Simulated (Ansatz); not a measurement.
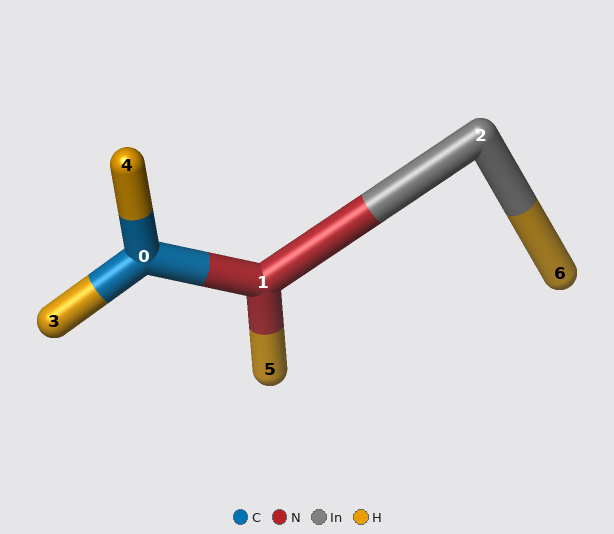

The structure as it stands in the input. Atoms are numbered from 0, in the order of the input.

Input file:

```yaml
crystal:
  periodic: [false, false, false]
  atoms:
    - {symbol: C, position_ang: [-1.093436, 0.471451, -0.432988]}
    - {symbol: N, position_ang: [-0.145944, -0.027009, 0.231592]}
    - {symbol: In, position_ang: [2.235590, -0.546015, -0.647769]}
    - {symbol: H, position_ang: [-2.085684, 0.673629, -0.021618]}
    - {symbol: H, position_ang: [-0.922406, 0.718799, -1.481454]}
    - {symbol: H, position_ang: [-0.380199, -0.231202, 1.200991]}
    - {symbol: H, position_ang: [2.453280, -1.127553, 1.105345]}
basis:
  gaussian: {orbitals: def2-mTZVPP}
total_charge: 1
magnetization: {spin_polarized: true, initial_magnetization: 1}
hamiltonian: {xc: {name: B3LYP5}}
accuracy: high
```

Command:

```sh
ansatz run in.yaml --threads 2 --pin off --events-out ev --progress --plain --max-ram 4352MiB
```

What the program printed:

```
Functional definition: B3LYP5
  name "B3LYP5"
  cite "Stephens, Devlin, Chabalowski & Frisch, J. Phys. Chem. 98, 11623 (1994) doi:10.1021/j100096a001"
  cite "Becke, Phys. Rev. A 38, 3098 (1988) doi:10.1103/PhysRevA.38.3098"
  cite "Lee, Yang & Parr, Phys. Rev. B 37, 785 (1988) doi:10.1103/PhysRevB.37.785"
  cite "Vosko, Wilk & Nusair, Can. J. Phys. 58, 1200 (1980) doi:10.1139/p80-159"
  parameter a0 = 0.2
  parameter ax = 0.72
  parameter ac = 0.81
  exchange = (1 - a0 - ax)*slater_x + ax*b88_x + a0*exact_x
  correlation = (1 - ac)*vwn5_c + ac*lyp_c
2178 factors; integrals over basis functions are off by at most 3.6e-9 eV
mean field evaluation 1: about -7724.3387 eV, gradient 7.5e1 eV
mean field evaluation 2: about -7406.6979 eV, gradient 1.6e2 eV
mean field evaluation 4: about -7741.4329 eV, gradient 3.8e1 eV
mean field evaluation 8: about -7757.1662 eV, gradient 1.9e0 eV
mean field evaluation 16: about -7757.2142 eV, gradient 3.1e-3 eV
mean field -7757.21421161 eV, -285.0723642481 hartree, gradient 9.5e-8 eV, S^2 0.761153; 0 other end points of the search recorded, 0 dependent functions left out
reference -7757.21425235 eV, -285.0723657450 hartree; 19, 18 occupied and 80, 81 virtual orbitals, 2178 factors
Total energy: -7757.21425235 eV, -285.0723657450 hartree
```

The calculation finished and met its thresholds.
